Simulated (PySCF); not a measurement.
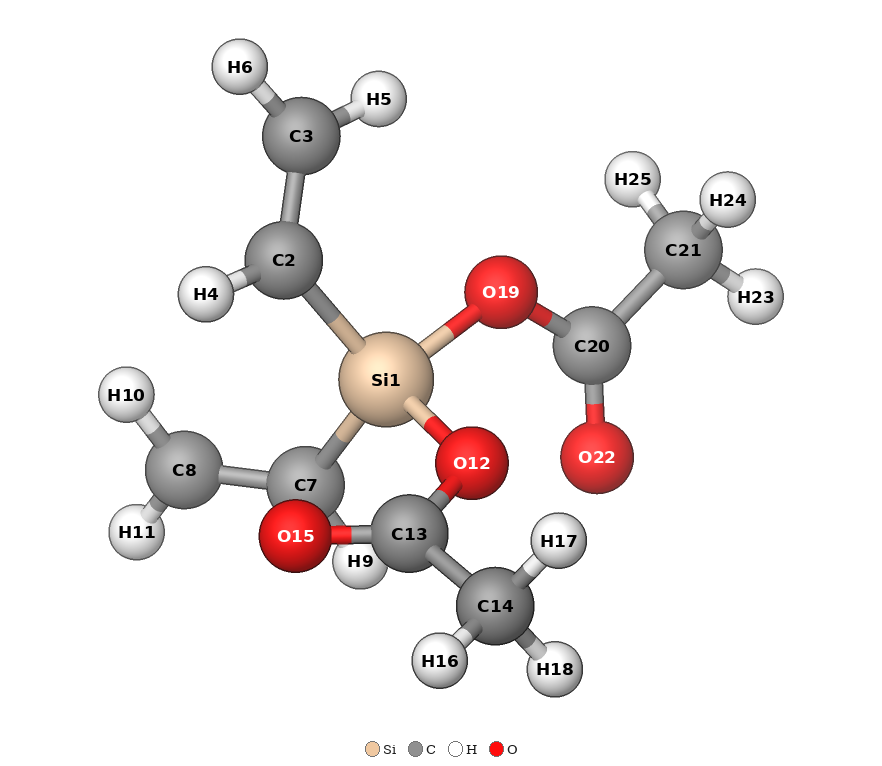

The computed structure is the end point of a PBE0-D3(BJ)/def2-SVP optimisation. No frequency run is at hand to confirm it as a minimum. Method: delta-SCF UKS SCAN, pcX-2 on the ionised atom (unc-x2c-TZVPall on a metal), pcseg-1 elsewhere, spin-free X2C (PySCF 2.14.0).

Give the core-electron binding energies (to vacuum; p and d levels without spin–orbit splitting) of Si1 1s, Si1 2p, C2 1s, C3 1s, O12 1s, C13 1s, C14 1s, O15 1s.

```json
{"atom": "Si1", "level": "1s", "binding energy (eV)": "1847.7"}
{"atom": "Si1", "level": "2p", "binding energy (eV)": "107.8"}
{"atom": "C2", "level": "1s", "binding energy (eV)": "290.2"}
{"atom": "C3", "level": "1s", "binding energy (eV)": "290.6"}
{"atom": "O12", "level": "1s", "binding energy (eV)": "538.5"}
{"atom": "C13", "level": "1s", "binding energy (eV)": "294.5"}
{"atom": "C14", "level": "1s", "binding energy (eV)": "291.2"}
{"atom": "O15", "level": "1s", "binding energy (eV)": "537.5"}
```
